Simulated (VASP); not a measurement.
Band structure of AgI (zinc blende). Computed with optB88-vdW, VASP's PBE PAW potentials (set 64) (plane waves; VASP).

Unless said otherwise, spin-orbit coupling is left out, though it shifts the bands of the heavy elements here.

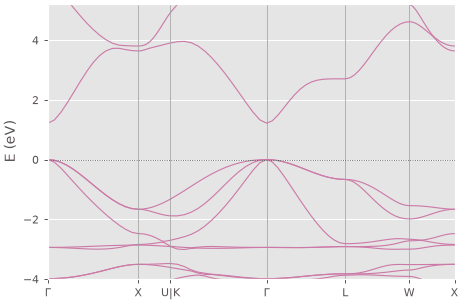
Bands along high-symmetry lines, zero at the valence-band maximum or, without a gap, the Fermi level

Task: Read the plot: is there a gap, and where are the band edges?

Result: The gap is direct, 1.22 eV, from the valence maximum at Γ to the conduction minimum at Γ. (Edges off the drawn lines would not show.)

The compound is AgI in the zinc blende structure, whereas wurtzite is the usual form. It was relaxed first.
